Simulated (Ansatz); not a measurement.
**A workflow on GeN2H4 (SMILES [NH2][Ge][NH2])**

Aim: a series of 18 runs (HF/STO-3G, UHF/STO-3G, HF/3-21G, UHF/3-21G, HF/6-31G*, UHF/6-31G*, B3LYP/6-31G*, PBE/def2-SVP, and more) of GeH4N2. 

Program for the calculation: Ansatz 0.2.0.

### Step 1. The molecule

The species is GeN2H4 (7 atoms), meant as a singlet with charge 0. SMILES: `[NH2][Ge][NH2]`. Geometry: relaxed at PBE0-D4/def2-TZVP. This is one conformer, not always the lowest. The run starts from this shape.

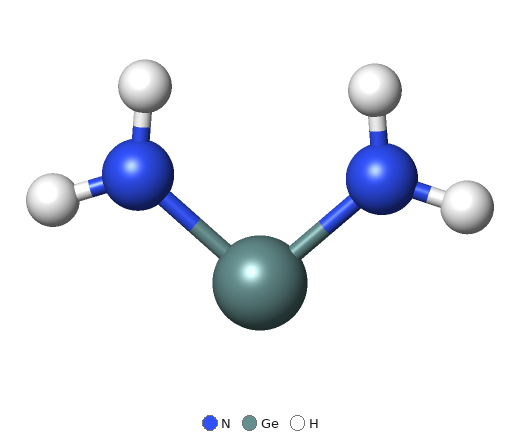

The structure, seen from a chosen angle (nitrogen blue, germanium teal, hydrogen white).

### Step 2. A geometry optimisation at HF/STO-3G (start density atoms) (run 1)

input.yaml

```yaml
crystal:
  periodic: [false, false, false]
  atoms:
    - {symbol: N, position_ang: [-1.179700, 0.092100, -0.683900]}
    - {symbol: Ge, position_ang: [-0.069700, -1.237600, -0.102500]}
    - {symbol: N, position_ang: [1.194700, -0.165000, 0.665000]}
    - {symbol: H, position_ang: [-2.029900, -0.124000, -1.176400]}
    - {symbol: H, position_ang: [-1.047800, 1.084700, -0.566600]}
    - {symbol: H, position_ang: [1.191600, 0.842500, 0.702200]}
    - {symbol: H, position_ang: [2.002000, -0.560700, 1.116500]}
basis:
  gaussian: {orbitals: STO-3G}
hamiltonian: {xc: hf}
relax: {f_tol: 0.002}
output: {orbitals: {seedname: orbitals}}
```

The run is started by

```
$ ansatz run input.yaml --threads 1 --pin off --max-ram 3480MiB --events-out events.jsonl --progress --plain --runs-dir runs
```

The program printed:

```text
Warning: RAYON_NUM_THREADS=1 ignored (pool sized by the plan → 1); use --threads N
The last accepted step is kept in runs//last_step.txt (removed where the run ends without a failure and the disk answers)
[... 55 lines left out ...]
Total energy: -58819.73912145 eV, -2161.5855432623 hartree
[... 7 lines left out ...]
Dipole moment:     0.019654     0.303840     0.023310 e Å
```

Wall time 3.3 s (1 thread of Arm Neoverse V2, shared host); peak memory 0.09 GiB.

Steps, from the record of the run:

| step | energy from the first frame kept (eV) | largest force (eV/Å) |
| --- | --- | --- |
| 1 | 0.0000 | 4.1481 |
| 2 | -0.3606 | 2.6831 |
| 3 | -0.4757 | 0.3164 |
| 4 | -0.4791 | 0.0562 |
| 5 | -0.4793 | 0.0385 |
| 6 | -0.4794 | 0.0045 |
| 7 | -0.4794 | 0.0002 |

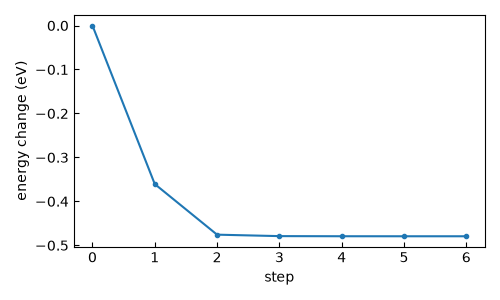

Energy along the run.

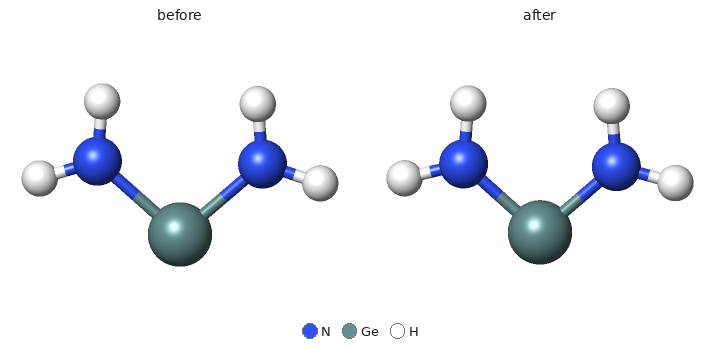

Before and after, at one scale.

After the run. Bond lengths: N1–Ge2 1.696 Å, Ge2–N3 1.696 Å, N1–H4 1.015 Å, N1–H5 1.018 Å, N3–H6 1.018 Å, N3–H7 1.015 Å. Angles: N1–Ge2–N3 96.8°, Ge2–N1–H4 123.7°, Ge2–N1–H5 127.2°, Ge2–N3–H6 127.2°, Ge2–N3–H7 123.7°, H4–N1–H5 109.1°, H6–N3–H7 109.1°.

### Step 3. The harmonic vibrations at HF/STO-3G (start density atoms) (run 2)

run.yaml

```yaml
crystal:
  periodic: [false, false, false]
  atoms:
    - {symbol: "N", position_ang: [-1.092987, 0.054089, -0.634670]}
    - {symbol: Ge, position_ang: [-0.067301, -1.185427, -0.096744]}
    - {symbol: "N", position_ang: [1.103344, -0.183716, 0.613159]}
    - {symbol: H, position_ang: [-1.959202, -0.110440, -1.137106]}
    - {symbol: H, position_ang: [-0.960740, 1.056523, -0.519200]}
    - {symbol: H, position_ang: [1.101718, 0.833209, 0.652623]}
    - {symbol: H, position_ang: [1.936368, -0.532237, 1.076239]}
basis:
  gaussian: {orbitals: STO-3G}
total_charge: 0
hamiltonian: {xc: hf}
phonons: {temperatures: {t_min: 298.15, t_max: 298.15, t_step: 1}}
```

The run is started by

```
$ ansatz run run.yaml --threads 1 --pin off --max-ram 3480MiB --events-out events.jsonl --progress --plain --runs-dir runs
```

The program printed:

```text
Warning: RAYON_NUM_THREADS=1 ignored (pool sized by the plan → 1); use --threads N
[... 232 lines left out ...]
Total energy: -58819.73915904 eV, -2161.5855446434 hartree
[... 7 lines left out ...]
Dipole moment:     0.019654     0.303840     0.023311 e Å
Vibrations: 349.92 553.51 561.98 580.35 615.42 690.24 791.91 903.11 1041.44 1967.43 1988.92 4006.41 4007.66 4195.05 4196.12 cm⁻¹, zero-point energy 1.639657 eV
```

Wall time 13 s (1 thread of Arm Neoverse V2, shared host); peak memory 0.083 GiB.

Runs 3 to 14 aren't shown in full; the table further down has their settings and results.

### Step 4. A structure relaxation at PBE/def2-SVP (start density atoms) (run 15)

job.yaml

```yaml
basis:
  gaussian:
    orbitals: def2-SVP
crystal:
  periodic: [false, false, false]
  atoms:
    - symbol: "N"
      position_ang: [-1.179700, 0.092100, -0.683900]
    - symbol: Ge
      position_ang: [-0.069700, -1.237600, -0.102500]
    - symbol: "N"
      position_ang: [1.194700, -0.165000, 0.665000]
    - symbol: H
      position_ang: [-2.029900, -0.124000, -1.176400]
    - symbol: H
      position_ang: [-1.047800, 1.084700, -0.566600]
    - symbol: H
      position_ang: [1.191600, 0.842500, 0.702200]
    - symbol: H
      position_ang: [2.002000, -0.560700, 1.116500]
hamiltonian:
  xc: {name: PBE}
relax:
  f_tol: 0.002
output: {orbitals: {seedname: orbitals}}
```

The run is started by

```
$ ansatz run job.yaml --threads 1 --pin off --max-ram 3480MiB --events-out events.jsonl --progress --plain --runs-dir runs
```

The program printed:

```text
Warning: RAYON_NUM_THREADS=1 ignored (pool sized by the plan → 1); use --threads N
The last accepted step is kept in runs//last_step.txt (removed where the run ends without a failure and the disk answers)
[... 6 lines left out ...]
927 factors; their error is unknown
[... 10 lines left out ...]
927 factors; their error is unknown
[... 5 lines left out ...]
927 factors; their error is unknown
[... 6 lines left out ...]
927 factors; their error is unknown
[... 5 lines left out ...]
927 factors; their error is unknown
[... 5 lines left out ...]
927 factors; their error is unknown
[... 5 lines left out ...]
927 factors; their error is unknown
[... 4 lines left out ...]
927 factors; their error is unknown
[... 4 lines left out ...]
Total energy: -59542.53566007 eV, -2188.1478261273 hartree
[... 7 lines left out ...]
Dipole moment:     0.024295     0.376083     0.028909 e Å
```

Run time: 13 s. Hardware: 1 thread of Arm Neoverse V2, shared host; peak memory 0.11 GiB.

Steps, from the record of the run:

| step | energy from the first frame kept (eV) | largest force (eV/Å) |
| --- | --- | --- |
| 1 | 0.0000 | 0.7315 |
| 2 | -0.0291 | 0.2728 |
| 3 | -0.0321 | 0.0154 |
| 4 | -0.0321 | 0.0263 |
| 5 | -0.0323 | 0.0079 |
| 6 | -0.0323 | 0.0036 |
| 7 | -0.0323 | 0.0001 |

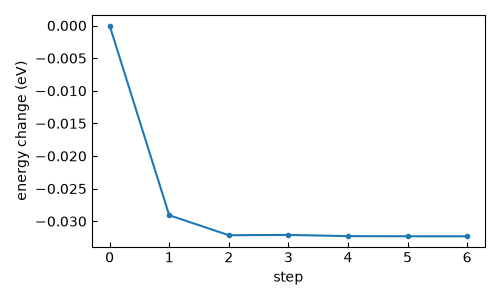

Energy along the run.

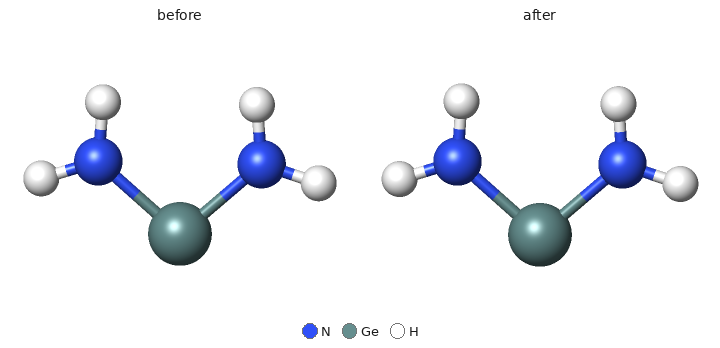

Before and after, at one scale.

After the run. Bond lengths: N1–Ge2 1.847 Å, Ge2–N3 1.847 Å, N1–H4 1.022 Å, N1–H5 1.024 Å, N3–H6 1.024 Å, N3–H7 1.022 Å. Angles: N1–Ge2–N3 97.3°, Ge2–N1–H4 120.6°, Ge2–N1–H5 127.6°, Ge2–N3–H6 127.6°, Ge2–N3–H7 120.6°, H4–N1–H5 111.8°, H6–N3–H7 111.8°.

Runs 16 to 17 aren't shown in full; the table further down has their settings and results.

### Step 5. Vibrational wavenumbers at MP2/6-31G(d) (Cartesian functions, start density atoms) (run 18)

job.yaml

```yaml
crystal:
  periodic: [false, false, false]
  atoms:
    - {symbol: N, position_ang: [-1.183967, 0.091842, -0.685311]}
    - {symbol: Ge, position_ang: [-0.070522, -1.237169, -0.100934]}
    - {symbol: "N", position_ang: [1.197918, -0.166062, 0.668037]}
    - {symbol: H, position_ang: [-2.037824, -0.127702, -1.182654]}
    - {symbol: H, position_ang: [-1.045154, 1.089584, -0.566198]}
    - {symbol: H, position_ang: [1.189204, 0.847659, 0.703267]}
    - {symbol: H, position_ang: [2.011546, -0.566153, 1.118093]}
basis:
  gaussian: {orbitals: "6-31G*"}
correlation: {method: mp2}
phonons: {temperatures: {t_min: 298.15, t_max: 298.15, t_step: 1}}
```

The run is started by

```
$ ansatz run job.yaml --threads 1 --pin off --max-ram 3480MiB --events-out events.jsonl --progress --plain --runs-dir runs
```

The program printed:

```text
Warning: RAYON_NUM_THREADS=1 ignored (pool sized by the plan → 1); use --threads N
[... 41 lines left out ...]
11 core orbitals not correlated: weight in the atoms' cores, before any rotation towards them, 1.000 or more for the frozen orbitals, at most 0.000 for the correlated occupied ones
[... 71 lines left out ...]
11 core orbitals not correlated: weight in the atoms' cores, before any rotation towards them, 1.000 or more for the frozen orbitals, at most 0.000 for the correlated occupied ones
[... 72 lines left out ...]
11 core orbitals not correlated: weight in the atoms' cores, before any rotation towards them, 1.000 or more for the frozen orbitals, at most 0.000 for the correlated occupied ones
[... 71 lines left out ...]
11 core orbitals not correlated: weight in the atoms' cores, before any rotation towards them, 1.000 or more for the frozen orbitals, at most 0.000 for the correlated occupied ones
[... 69 lines left out ...]
Dipole moment:     0.027060     0.418812     0.032185 e Å
[... 1 line left out ...]
Checks for a lower state left out: cluster_reference
```

Run time: 78 s. Hardware: 1 thread of Arm Neoverse V2, shared host; peak memory 0.15 GiB.

### Step 6. Overview of the runs

| run | level | task | walk f tol | partner | energy (Eh) | dipole moment (D) | wall time |
| --- | --- | --- | --- | --- | --- | --- | --- |
| 1 | HF/STO-3G (start density atoms) | optimise | 0.002 | base | -2161.585543 | 1.47 | 3.3 s |
| 2 | HF/STO-3G (start density atoms) | frequencies | – | base | -2161.585545 | 1.47 | 13 s |
| 3 | UHF/STO-3G (start density atoms) | energy | – | cation | -2161.385040 | – | 0.32 s |
| 4 | UHF/STO-3G (start density atoms) | optimise | – | cation | -2161.407746 | – | 4.8 s |
| 5 | HF/3-21G (start density atoms) | optimise | 0.002 | base | -2176.033897 | 1.98 | 3.3 s |
| 6 | HF/3-21G (start density atoms) | frequencies | – | base | -2176.033897 | 1.98 | 15 s |
| 7 | UHF/3-21G (start density atoms) | energy | – | cation | -2175.743822 | – | 1.3 s |
| 8 | UHF/3-21G (start density atoms) | optimise | – | cation | -2175.762827 | – | 5.4 s |
| 9 | HF/6-31G* (Cartesian functions, start density atoms) | optimise | 0.002 | base | -2186.319143 | 1.73 | 8.4 s |
| 10 | HF/6-31G* (Cartesian functions, start density atoms) | frequencies | – | base | -2186.319143 | 1.73 | 42 s |
| 11 | UHF/6-31G* (Cartesian functions, start density atoms) | energy | – | cation | -2186.021732 | – | 6.3 s |
| 12 | UHF/6-31G* (Cartesian functions, start density atoms) | optimise | – | cation | -2186.052284 | – | 59 s |
| 13 | B3LYP/6-31G* (Cartesian functions, start density atoms) | optimise | 0.002 | base | -2188.699226 | 1.77 | 17 s |
| 14 | B3LYP/6-31G* (Cartesian functions, start density atoms) | frequencies | – | base | -2188.699226 | 1.77 | 70 s |
| 15 | PBE/def2-SVP (start density atoms) | optimise | 0.002 | base | -2188.147826 | 1.82 | 13 s |
| 16 | PBE/def2-SVP (start density atoms) | frequencies | – | base | -2188.147826 | 1.82 | 41 s |
| 17 | MP2/6-31G* (Cartesian functions, start density atoms) | optimise | 0.002 | base | -2186.901277 | 2.02 | 14 s |
| 18 | MP2/6-31G* (Cartesian functions, start density atoms) | frequencies | – | base | -2186.901277 | 2.02 | 78 s |

### Step 7. What came out

```
                                                                          quantity           value
                                                  run 18, MP2/6-31G*: total energy  -2186.90128 Eh
                            run 18, MP2/6-31G*: dipole moment (correlated density)          2.02 D
                  run 18, MP2/6-31G*: correlation energy (11 core orbitals frozen)      -583.1 mEh
                                      run 18, MP2/6-31G*: largest force on an atom      0.002 eV/Å
                                    run 18, MP2/6-31G*: lowest harmonic wavenumber        194 cm⁻¹
                                   run 18, MP2/6-31G*: highest harmonic wavenumber       3724 cm⁻¹
                                             run 18, MP2/6-31G*: zero-point energy    134.4 kJ/mol
                     vertical ionisation energy (to the doublet cation), HF/STO-3G        5.456 eV
                      vertical ionisation energy (to the doublet cation), HF/3-21G        7.893 eV
                     vertical ionisation energy (to the doublet cation), HF/6-31G*        8.093 eV
adiabatic ionisation energy (to the doublet cation, no zero-point term), HF/STO-3G        4.838 eV
 adiabatic ionisation energy (to the doublet cation, no zero-point term), HF/3-21G        7.376 eV
adiabatic ionisation energy (to the doublet cation, no zero-point term), HF/6-31G*        7.262 eV
```

**Reading.** At HF/STO-3G: removing an electron at fixed nuclei costs 5.46 eV (526 kJ/mol). In a minimal basis such a difference can be off by several eV, whatever the method. At HF/3-21G: the vertical ionisation energy comes to 7.89 eV (762 kJ/mol). At HF/6-31G*: removing an electron at fixed nuclei costs 8.09 eV (781 kJ/mol). At HF/STO-3G: the adiabatic ionisation energy (to the doublet cation, no zero-point term) is 4.84 eV (112 kcal/mol). At HF/3-21G: the adiabatic ionisation energy (to the doublet cation, no zero-point term) is 7.38 eV (712 kJ/mol). Totals of different functionals can't be ranked against each other. In runs 1, 2, 3, 4 the basis is minimal, so the values are rough. All runs together took 6.6 min, the longest 78 s.
